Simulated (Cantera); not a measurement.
Charge: 1 mol C₂F₆, 0.012 mol CH₄, a varied amount of H₂, held at 2102 °C and 0.140 bar.

Equilibrium computed with Cantera from the NASA thermochemical tables; the gas is ideal and each condensed phase is pure. Candidate condensed phases: C, C₆H₆, C₇H₈, C₈H₁₈; 95 gas species. The feed counts by its element totals alone. The tables' values for C₂F₄ are old estimates; treat these amounts as uncertain. Gases not in the tables: C₂F₆ and larger saturated fluorocarbons. Rates play no part.

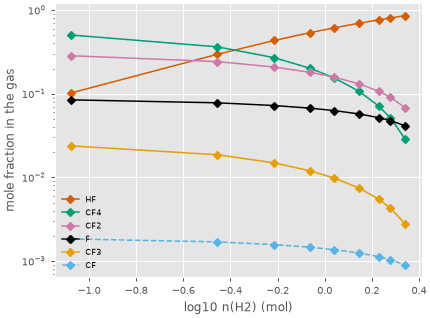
*Equilibrium gas composition (values under 1e-9 drawn at 1e-9)*

Task: Read off the mole fractions at 1.1 mol H₂.

Result: HF about 0.61, CF₂ about 0.16, CF₄ about 0.15, F about 0.063, CF₃ about 0.0098, CF about 0.0014.
